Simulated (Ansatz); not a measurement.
Cl3FSi···F (doublet)

```xyz
6

Si    0.0000    0.0000   -0.1280
F    -0.0030    0.0000    1.4831
Cl    1.9409    0.0000   -0.7533
Cl   -0.9673    1.6803   -0.7596
Cl   -0.9673   -1.6803   -0.7596
F    -0.0011    0.0000    3.9096
```

All numbers below come from UKS B3LYP/def2-SVP (Ansatz).

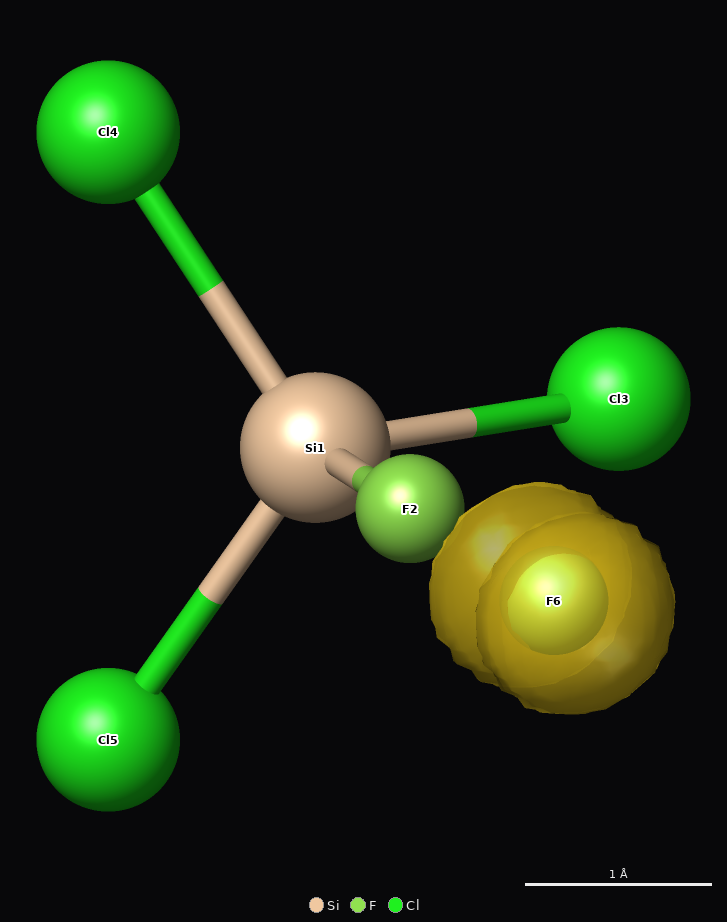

Figure 1. Isosurface of the spin density at +0.2 e/Å³ (yellow), seen at an oblique angle.

Q: Which atoms carry the spin?

A: The unpaired spin (1 electron) lies mostly on F6 (about 1.0), in electrons by Hirshfeld's partition.

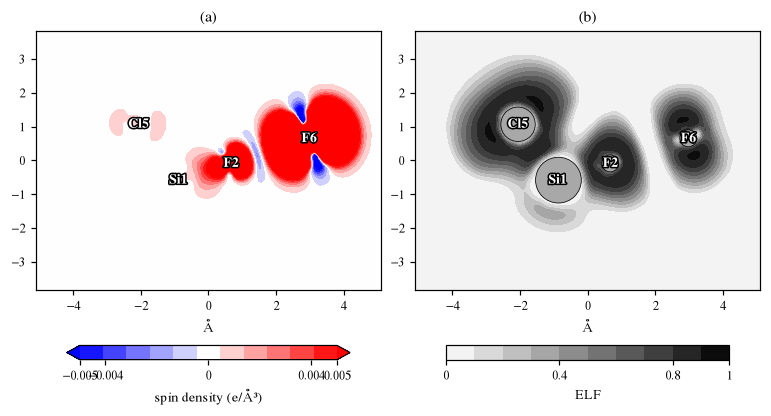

Figure 2. (a) spin density; (b) ELF on the plane of atoms F2, Si1 and Cl5. Grey discs cover the atomic cores in the ELF map.

Q: Read the bonding off the picture.

A: Atoms in the plane: Si, F and Cl.
F2···F6 (2.43 Å): the ELF dips to about 0 between them.
Si–F (1.61 Å): the ELF peaks at about 0.85 in the valence shell of F, 0.6 Å from its nucleus, and is about 0.45 at the midpoint.
Si–Cl (2.04 Å): the ELF peaks at about 0.90 between the atoms (a polar covalent bond).
The ELF also peaks beside F2 and Cl5, away from the bonds: non-bonding electrons, paired or unpaired.

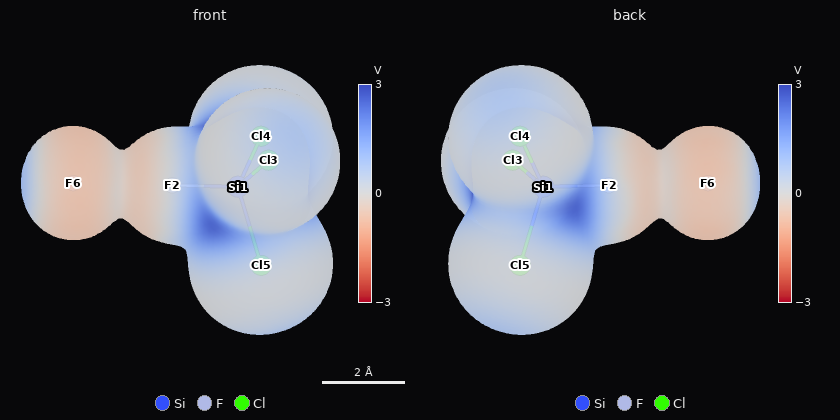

Figure 3. The molecular electrostatic potential painted on the density surface at 0.004 e/bohr³, seen from the front and from behind; the colour scale runs from red (negative) to blue (positive).

Q: Which sites attract a positive test charge, and which a negative one?

A: A positive charge is drawn to the negative regions and a negative charge to the positive ones. The most negative region (about −0.6 V, or −14 kcal/mol for a unit charge) lies over F6, the most positive (about +2.5 V, or +58 kcal/mol for a unit charge) over Si1. Cl3 shows a σ-hole: about +0.8 V, or +18 kcal/mol for a unit charge at the tip opposite its bond, against about +0.1 V on its flanks. Cl4 shows a σ-hole: about +0.8 V, or +18 kcal/mol for a unit charge at the tip opposite its bond, against about +0.1 V on its flanks. Cl5 shows a σ-hole: about +0.8 V, or +18 kcal/mol for a unit charge at the tip opposite its bond, against about +0.1 V on its flanks.
